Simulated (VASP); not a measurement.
Band structure of TaS2. These are PBE GGA, VASP's PBE PAW potentials (set 64) (plane waves; VASP) values and carry that method's errors.

The cell holds a wide vacuum, so values per volume refer to the whole cell. Unless said otherwise, spin-orbit coupling is left out, though it shifts the bands of the heavy elements here.

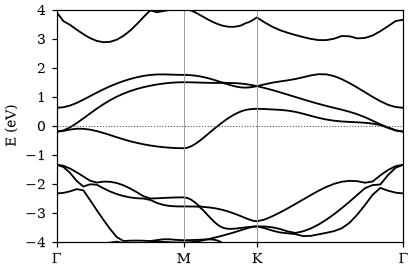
Figure. Bands along high-symmetry lines, zero at the valence-band maximum or, without a gap, the Fermi level

Problem. Read the plot: is there a gap, and where are the band edges?

Solution. It has no gap at this level: it comes out as a metal or semimetal.

The cell is a sheet with vacuum, built from a generated structure.
